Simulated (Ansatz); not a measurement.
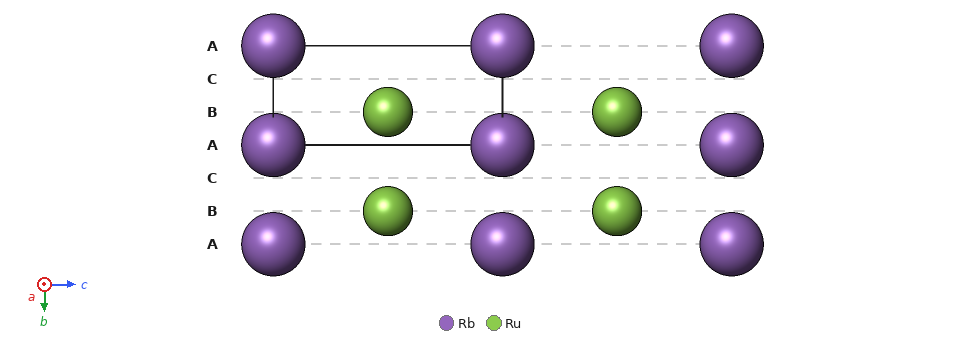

Projection along an edge of the hexagonal mesh, stacking direction c to the right. The dashed lines mark the three columns A (0, 0), B (1/3, 2/3) and C (2/3, 1/3). The sequence starts with the first layer at or above the cell's origin.

The compound is RbRu, taken as coordinates from a relaxation with DFT PBE, scalar-relativistic, plane waves, PAW in Ansatz 0.2.0; the starting structure was generated, so it need not be a known form of this composition.

Q: List the layers of one repeat.

A: Rb(A) – Ru(B) (two layers in 5.91 Å).
